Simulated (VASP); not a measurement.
Band structure of ZnO (wurtzite). Level of theory: rev-vdW-DF2, VASP's PBE PAW potentials (set 64) (plane waves; VASP 6.6.1).

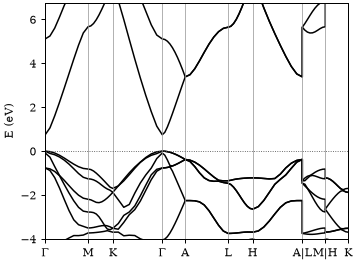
*Bands along high-symmetry lines, zero at the valence-band maximum or, without a gap, the Fermi level*

Problem. Read the plot: is there a gap, and where are the band edges?

Solution. The gap is direct, 0.75 eV, from the valence maximum at Γ to the conduction minimum at Γ. (Edges off the drawn lines would not show.)

Measured: gap 3.60 eV (computed value off by -2.85 eV), as given by Wei Chen et al., Physical Review Materials (2018), doi:10.1103/physrevmaterials.2.073803 [zero-point renormalisation of 0.16 eV added back (the table's ZPR column)].

The compound is ZnO in the wurtzite structure. It was relaxed first.
